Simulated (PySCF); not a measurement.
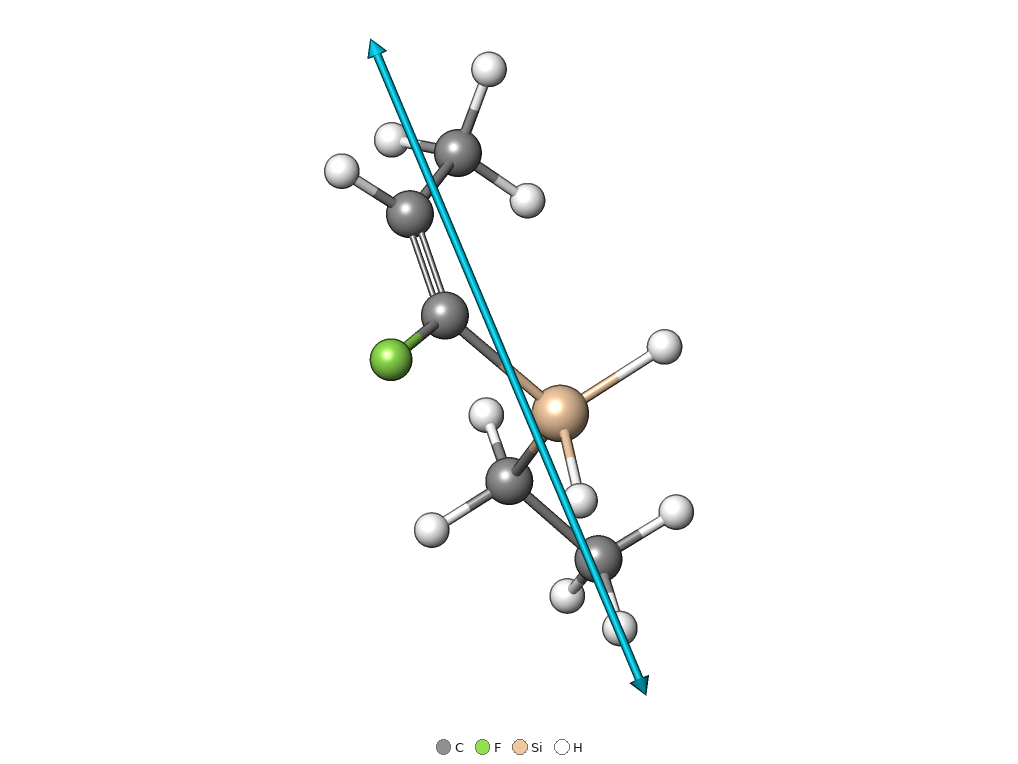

The double arrow shows the direction of the transition dipole to excited singlet state 1 (its length means nothing). The geometry was computed by an optimisation with GFN2-xTB. No frequency run is at hand to confirm it as a minimum. Level of theory: TDDFT CAM-B3LYP/def2-SVPD, vertical, gas phase, core orbitals frozen in the response (PySCF 2.14.0).

> Where does the transition lie, and how strong is it?

6.53 eV (190 nm), oscillator strength 0.28, mainly HOMO → LUMO (weight 0.92); transition dipole 3.37 D.

The geometry is semi-empirical. Around Si such bond lengths and angles can be off by a tenth of an ångström or more and by several degrees, and values that hang on the shape move with them.
